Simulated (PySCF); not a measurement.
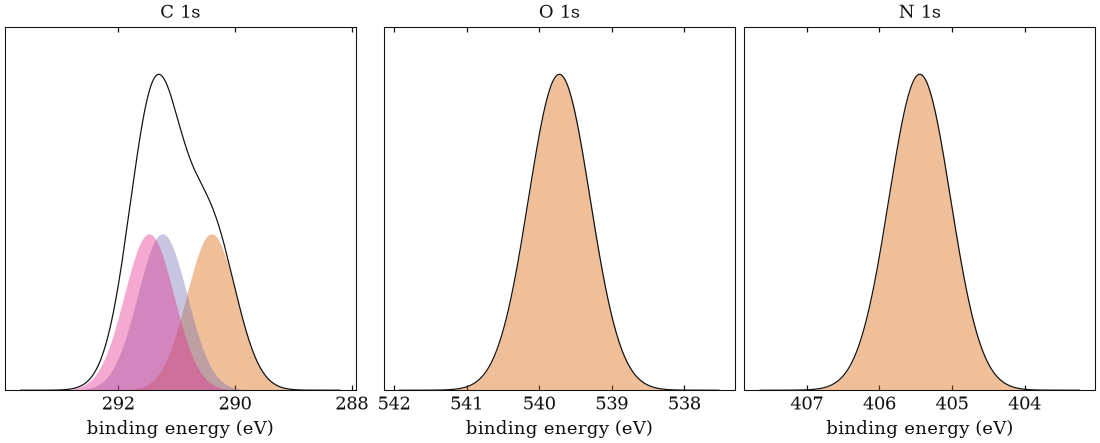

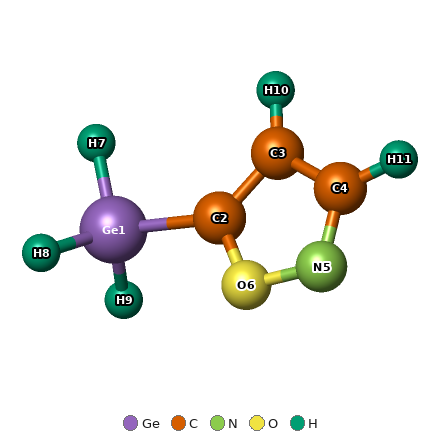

Simulated XPS of C₃H₅GeNO, SMILES [GeH3][c]1ccno1, singlet. Vertical core-electron binding energies by ΔSCF (PBE0, pcX-2 on the ionised atom, pcseg-1 elsewhere, spin-free X2C; PySCF, at a PBE0-D3(BJ)/def2-SVP geometry (no frequency check)), gas phase, against the vacuum level. One atom of each kind was ionised; within a panel, areas follow the number of like atoms, each panel is scaled alone, Gaussians of 1.0 eV full width. Only the regions named are shown. Lines closer than the width merge in the curve.

Question: Which atoms give which peak?

Answer:
| level | atoms | binding energy (eV) |
| --- | --- | --- |
| C 1s | C2 | 291.5 |
| C 1s | C4 | 291.2 |
| C 1s | C3 | 290.4 |
| O 1s | O6 | 539.7 |
| N 1s | N5 | 405.4 |

Question: How large is the chemical shift across the C 1s region?

Answer: 1.1 eV, from C3 at 290.4 eV to C2 at 291.5 eV.
